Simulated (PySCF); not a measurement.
# H₅NSi, SMILES `N[SiH3]`: electronic structure

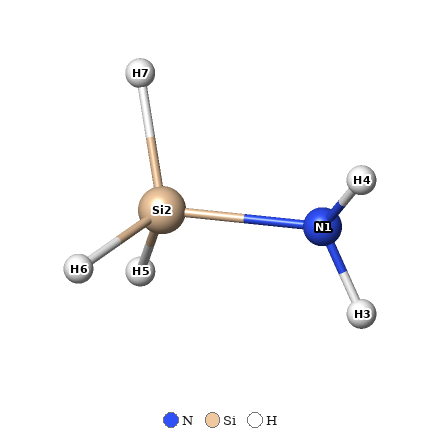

The molecule, with its atoms numbered as below. No frequency check shows the geometry to be a minimum.

Geometry (Å), atoms numbered from 1:

```
N1      -1.1407    0.0003    0.0682
Si2      0.5808    0.0004   -0.0022
H3      -1.6365   -0.8246   -0.2298
H4      -1.6375    0.8202   -0.2404
H5       0.9868   -1.2149    0.6985
H6       1.1558   -0.0144   -1.3572
H7       0.9854    1.2255    0.6826
```

Part 1: Bonding charge

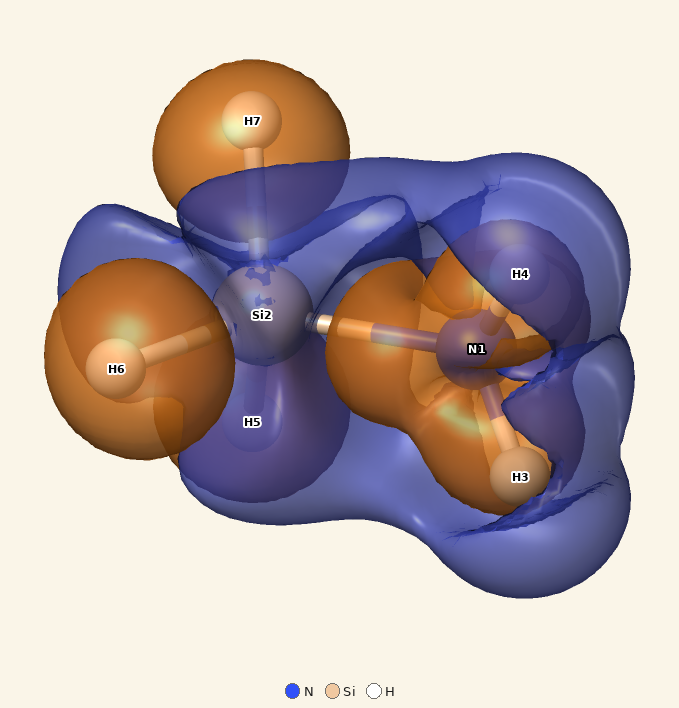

Deformation density (molecule less spherical, spin-averaged free atoms at the same positions), surfaces at ±0.04 e/Å³; orange: gain, blue: loss.

Level of theory: B3LYP/def2-SVPD (PySCF), at a geometry from GFN2-xTB.

**How much density has each bond gained at its critical point, relative to the free atoms?**

N1–H4 and N1–H3: +0.79 e/Å³ at the bond critical point (bond length 1.01 Å). Si2–H5 and Si2–H7: +0.18 e/Å³ at the bond critical point (bond length 1.46 Å). Si2–H6: +0.17 e/Å³ at the bond critical point (bond length 1.47 Å). N1–Si2: +0.08 e/Å³ at the bond critical point (bond length 1.72 Å); up to 0.6 Å beside the axis the gain reaches +0.40 e/Å³. In all, 1.5 electrons gather in the regions of gain relative to the promolecule. A small or negative value marks a very polar bond, one between electron-rich atoms, whose free-atom densities already overlap strongly, a long bond to a heavier atom, or a closed-shell contact such as a hydrogen bond.

Part 2: Local ionisation energy

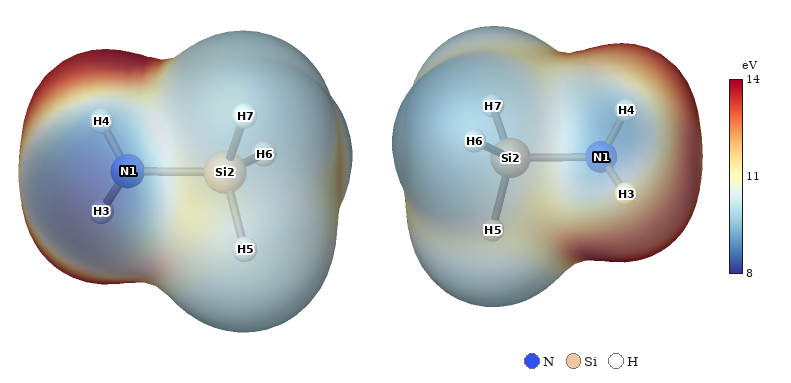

Average local ionisation energy on the surface of electron density 0.001 a.u. (back view left, front view right).

**Locate the minima of the map.**

The lowest value is 8.1 eV, 2.0 Å from N1. Further minima include 9.2 eV, near H4 (1.98 Å), H3 (1.98 Å) and N1 (2.06 Å); 9.4 eV, 1.5 Å from H6. For comparison, the highest occupied orbital lies at −7.2 eV.

Part 3: In an electric field

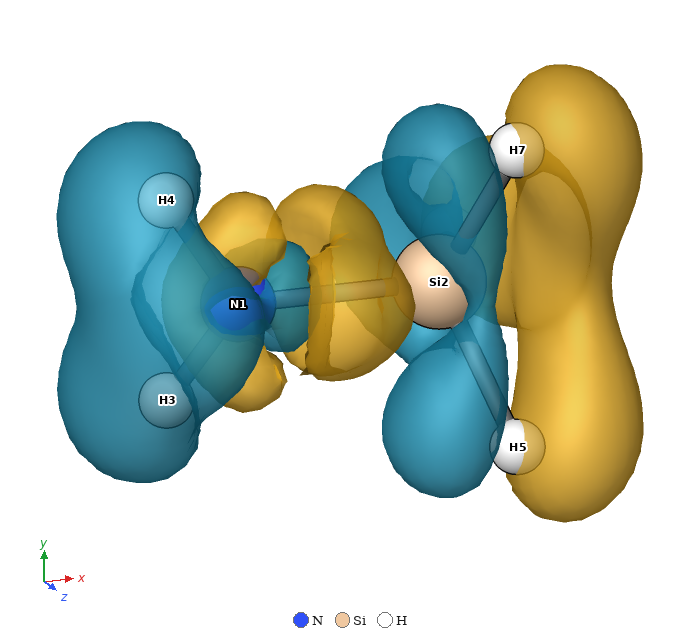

Change of the electron density in a uniform field of 0.21 V/Å, surfaces at ±0.0015 e/Å³ (yellow: gain, teal: loss).

Computed with PySCF, B3LYP/def2-SVPD, geometry: GFN2-xTB.

The field was applied in both directions; the picture shows the one opposite to the script's first.

**Along which Cartesian direction does the field point?**

Along −x: electrons gather on the +x side, against the field.

**How large is the response?**

The induced dipole is 0.41 D (along the field); α along this axis, from the fields in both directions, is 40 bohr³ (5.9 Å³).

Part 4: Removing or adding an electron

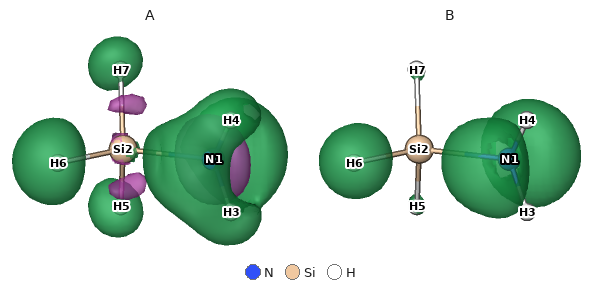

The Fukui function f⁻ from two separate SCF calculations and the density of the HOMO, at ±0.03 e/Å³ (green positive, purple negative).

PySCF calculation, B3LYP/def2-SVPD, gas phase; geometry: GFN2-xTB.

**Which panel is which, and how good is the frozen-orbital picture?**

A is f⁻ (it has negative regions), B the HOMO density. The HOMO lies on N1 (62 %), Si2 (14 %) and H6 (10 %); f⁻ (Hirshfeld-condensed) is largest on N1 (0.32); the vertical ionisation energy is 9.87 eV. Relaxation shifts 29 % of the electron between atoms. The orbital energy is −7.18 eV.
